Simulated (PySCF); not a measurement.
# C$_{3}$H$_{7}$FN, charge +1, SMILES `C=C(F)C[NH3+]`: electronic structure

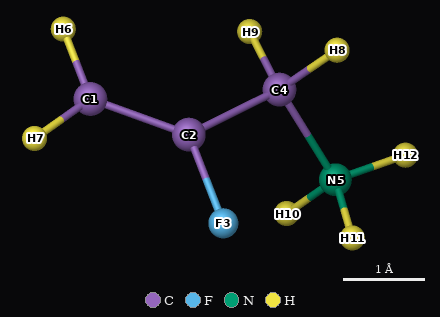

The molecule, with its atoms numbered as below. No frequency check shows the geometry to be a minimum.

Geometry (Å), atoms numbered from 1:

```
C1      -1.8093    0.5891   -0.2303
C2      -0.6506    0.0471    0.0717
F3      -0.4873   -1.2991    0.1347
C4       0.6557    0.7201    0.4046
N5       1.7592    0.0069   -0.3076
H6      -1.9325    1.6541   -0.2854
H7      -2.6732   -0.0249   -0.4140
H8       0.8400    0.6452    1.4809
H9       0.6297    1.7712    0.1194
H10      1.6865    0.1450   -1.3251
H11      1.6612   -1.0054   -0.1187
H12      2.6850    0.3210    0.0082
```

### 1. Bonding charge

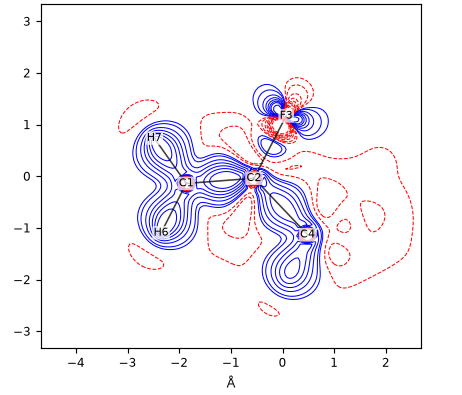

Deformation density (molecule less spherical, spin-averaged free atoms) in the plane of C1, C2, F3, C4, H6 and H7; contours at ±0.05 to ±0.8 e/Å³; solid blue lines: gain, dashed red lines: loss.

Method: LDA (SVWN)/def2-SVP; geometry: GFN2-xTB; program: PySCF.

Q: Describe the bonding that the map shows.

A: C1–C2: +0.70 e/Å³ at the bond critical point (bond length 1.31 Å, Mayer order 2.0). C1–H7: +0.70 e/Å³ at the bond critical point (bond length 1.08 Å, Mayer order 0.9). C1–H6: +0.69 e/Å³ at the bond critical point (bond length 1.07 Å, Mayer order 0.9). C2–C4: +0.50 e/Å³ at the bond critical point (bond length 1.51 Å, Mayer order 1.0). C2–F3: −0.02 e/Å³ at the bond critical point (bond length 1.36 Å, Mayer order 1.1); up to 0.6 Å beside the axis the gain reaches +0.19 e/Å³. In all, 2.1 electrons gather in the regions of gain relative to the promolecule of neutral atoms (the regions of loss give up this much and the cation's charge besides). A small or negative value marks a very polar bond, one between electron-rich atoms, whose free-atom densities already overlap strongly, a long bond to a heavier atom, or a closed-shell contact such as a hydrogen bond.

Q: Where do the Hirshfeld charges lie?

A: The highest Hirshfeld charge is on H12 (+0.22 e), the lowest on C1 (−0.08 e).

```tsv
atom	charge (e)
C1	−0.08
C2	+0.07
F3	−0.04
C4	+0.01
N5	+0.04
H6	+0.09
H7	+0.09
H8	+0.09
H9	+0.10
H10	+0.22
H11	+0.20
H12	+0.22
```

### 2. Local ionisation energy

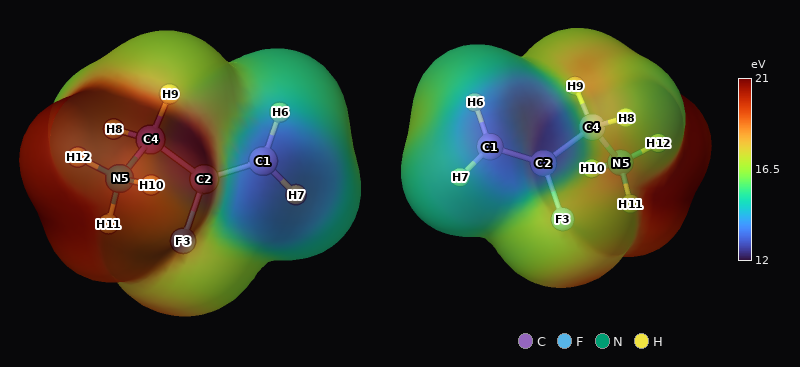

Average local ionisation energy on the surface of electron density 0.001 a.u. (back view left, front view right).

Q: Where are the most loosely bound electrons on this surface?

A: The lowest value is 12.4 eV, over C1, off the plane of its three bonds (2.0 Å). Further minima include 16.0 eV, 1.3 Å from H8; 16.6 eV, 1.3 Å from H9; 20.0 eV, 1.2 Å from H10. For comparison, the highest occupied orbital lies at −11.2 eV.

### 3. In an electric field

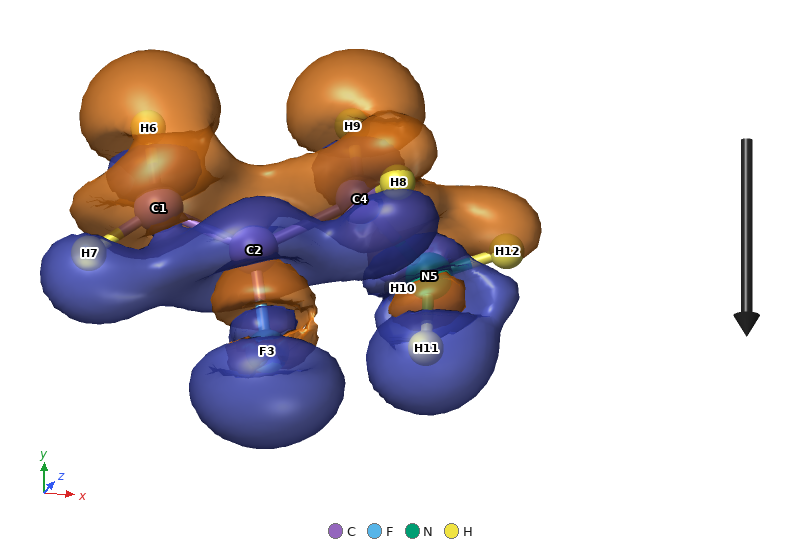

Change of the electron density in a uniform field of 0.21 V/Å along −y (arrow), surfaces at ±0.001 e/Å³ (orange: gain, blue: loss).

Method: HF/def2-SVPD; geometry: GFN2-xTB; program: PySCF.

Q: What dipole is induced, and what polarisability does it imply?

A: The induced dipole is 0.39 D (along the field); α along this axis, from the fields in both directions, is 38 bohr³ (5.6 Å³).

Q: Which atoms gain and lose the most charge?

A: Electrons gather most on H6 (Hirshfeld charge changes by −0.007 e) and leave F3 most (+0.009 e); 0.046 electrons are displaced in all.

### 4. Localised orbitals

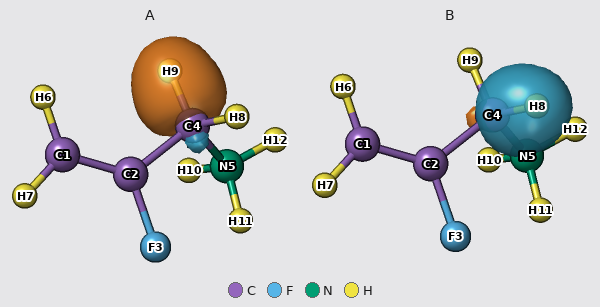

Intrinsic bond orbitals (IBO), occupied; each surface holds about 70 % of the orbital's density. Energies are diagonal elements of the Fock matrix.

PySCF calculation, B3LYP/6-31G*, gas phase; geometry: GFN2-xTB.

Q: Identify each orbital.

A: By panel:
- A: σ bond C4–H9 (C4 60 %, H9 40 %; −19.7 eV)
- B: σ bond C4–H8 (C4 60 %, H8 39 %; −19.5 eV)
